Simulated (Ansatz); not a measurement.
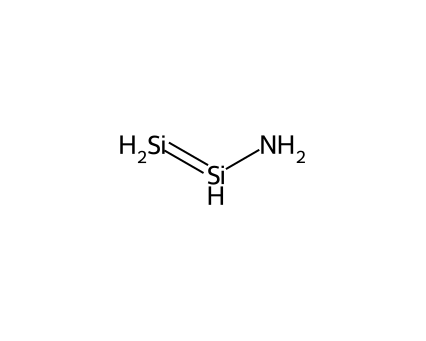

Structural formula above. Computed geometry: PBE0-D4/def2-TZVP optimisation. No frequency run is at hand to confirm it as a minimum.

What does the molecule look like in three dimensions?

Formula H5NSi2. SMILES: `N[SiH]=[SiH2]`. It has no ring. Among its groups: Si–H bond, Si–N bond. The point group is C1. Coordination, clear cases only: 1 N trigonal planar; 1 Si trigonal pyramidal.

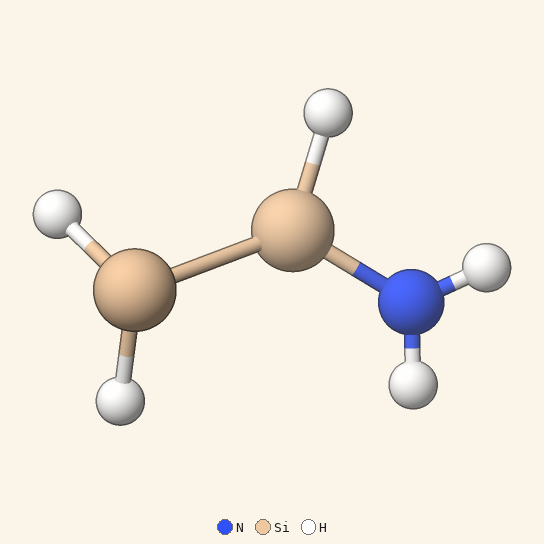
